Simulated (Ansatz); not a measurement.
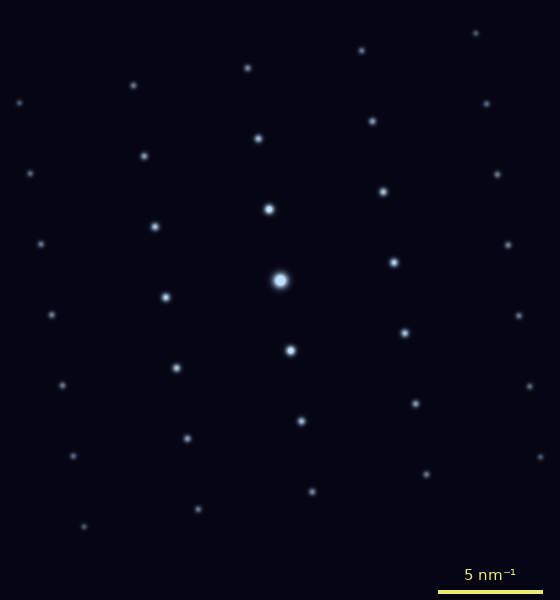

Computed electron diffraction pattern, 200 kV, single scattering only, B = 0.8 Å².

It belongs to Er, space group P6_3/mmc (No. 194), a = 3.59 Å, c = 5.81 Å (hexagonal axes). Structure: the input geometry of an electronic-structure calculation (not necessarily at equilibrium).

**Determine the zone axis from the geometry of the pattern.**

The spots form a rectangular net whose two shortest vectors correspond to d = 2.90 Å and 1.80 Å, 90.0° apart. They index as 0 0 2 and 1 -2 0, so the zone axis is [210] (or an equivalent direction of <210>).

**Which reflections of this zone are missing, and why?**

A glide plane extinguishes reflections such as 1 -2 -1, 1 -2 1, 1 -2 -3; a screw axis and a glide plane both extinguish reflections such as 0 0 1, 0 0 3, 0 0 5.

**List the strongest reflections.**

Strongest reflections with d > 0.80 Å, one of each family (|F|² from tabulated Gaussian fits of the electron scattering factors, times a small damping for the curvature of the Ewald sphere):

```json
{"hkl": "0 0 2", "d (Å)": "2.903", "I (strongest = 100)": "100"}
{"hkl": "1 -2 0", "d (Å)": "1.797", "I (strongest = 100)": "45"}
{"hkl": "1 -2 2", "d (Å)": "1.528", "I (strongest = 100)": "32"}
{"hkl": "0 0 4", "d (Å)": "1.451", "I (strongest = 100)": "29"}
{"hkl": "1 -2 4", "d (Å)": "1.129", "I (strongest = 100)": "15"}
{"hkl": "0 0 6", "d (Å)": "0.968", "I (strongest = 100)": "9"}
```
